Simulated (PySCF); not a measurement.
**Frequency calculation, with input and output: WH2O4**

The run: frequency calculation of WH2O4. Method and program: RKS-based PBE, W def2-SVP with ECP60, O def2-SVP, H def2-SVP; non-relativistic Hamiltonian with a scalar-relativistic core potential; density fitting (PySCF 2.14.0).

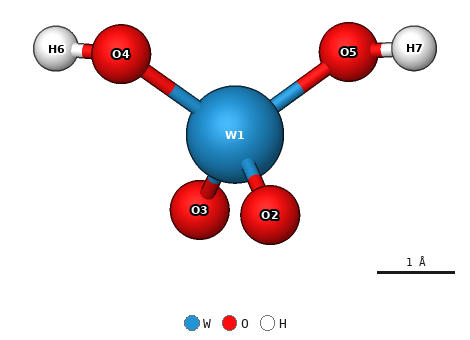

The structure as given in the input (ball-and-stick view, seen on its broad side; atoms are numbered from 1 in the order of the input). Sticks mark near contacts.

**Key numbers**

| quantity | value |
| --- | --- |
| outcome | converged |
| total energy | −368.906394 hartree |
| HOMO | −7.17 eV |
| LUMO | −2.43 eV |
| zero-point energy | 0.031183 hartree |
| dipole moment | 2.92 D |
| wavenumbers, lowest and highest | 174 and 3758 cm⁻¹ |
| hardware | 2 threads of Arm Neoverse N1, 98 GiB of memory available, shared host |
| wall time | 3 min (CPU time 5.5 min) |
| peak memory | 1.5 GiB |

**Input file**
```python
from pyscf import gto, scf, dft
mol = gto.M(atom='''
W      0.000000     0.000000    -0.014963
O      0.037899     1.395958    -1.030727
O     -0.037899    -1.395958    -1.030727
O      1.577297    -0.020653     1.047083
O     -1.577297     0.020653     1.047083
H      2.204519    -0.764230     1.107132
H     -2.204519     0.764230     1.107132''',
    basis={'W': 'def2-SVP', 'O': 'def2-SVP', 'H': 'def2-SVP'},
    ecp={'W': 'def2-SVP'},
    charge=0, spin=0)
mf = dft.RKS(mol, xc='PBE')
mf.grids.atom_grid = (75, 302)
aux = {'W': 'def2-universal-JKFIT', 'O': 'def2-universal-JKFIT', 'H': 'def2-universal-JKFIT'}
mf = mf.density_fit(auxbasis=aux)
mf.conv_tol = 1e-09
mf.diis_space = 10
mf.max_cycle = 60
mf.verbose = 4
mf.kernel()
```

The script is an equivalent of the set-up of the self-consistent field. The run itself was carried out by a driver, which started from the orbitals of the step before it where there was one and computed the further properties.

Command:
```bash
OMP_NUM_THREADS=2 python axn.py task.json out
```

**Log**
```
init E= -368.906393540394
  HOMO = -0.263444940578857  LUMO = -0.0892136654065916  gap/eV = 4.74107
cycle= 1 E= -368.906393533371  delta_E= 7.02e-09  |g|= 0.000189  |ddm|= 0.000155
  HOMO = -0.26345447225702  LUMO = -0.0892092890386572  gap/eV = 4.74145
cycle= 2 E= -368.906393372598  delta_E= 1.61e-07  |g|= 0.000904  |ddm|= 0.000743
  HOMO = -0.263446532044622  LUMO = -0.0892122603666853  gap/eV = 4.74116
cycle= 3 E= -368.906393540699  delta_E= -1.68e-07  |g|= 9.56e-06  |ddm|= 0.000614
  HOMO = -0.263446261700857  LUMO = -0.0892125083494593  gap/eV = 4.74114
cycle= 4 E= -368.906393540716  delta_E= -1.67e-11  |g|= 1.56e-06  |ddm|= 7.09e-06
  HOMO = -0.263446789338055  LUMO = -0.089212772607189  gap/eV = 4.74115
Extra cycle  E= -368.906393540713  delta_E= 3.18e-12  |g|= 5.07e-06  |ddm|= 4.35e-06
converged SCF energy = -368.906393540713
```

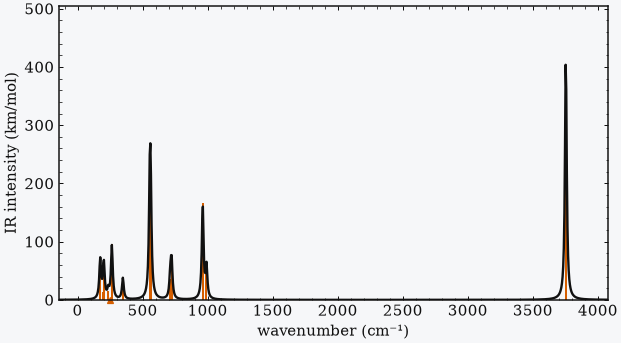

Harmonic infrared spectrum, unscaled: sticks (degenerate modes added up, dark ones marked on the axis) with a Lorentzian envelope of 16 cm⁻¹ full width, scaled to the tallest stick. 15 modes from 174 to 3758 cm⁻¹, none imaginary. The strongest line is at 3753 cm⁻¹ (404 km/mol). All modes, in cm⁻¹ (km/mol): 174 (70), 198 (13.7), 202 (54), 236 (14.7), 249 (0.3), 264 (95), 348 (38), 555 (169), 562 (162), 713 (36), 723 (69), 962 (167), 991 (57), 3753 (404), 3758 (39).
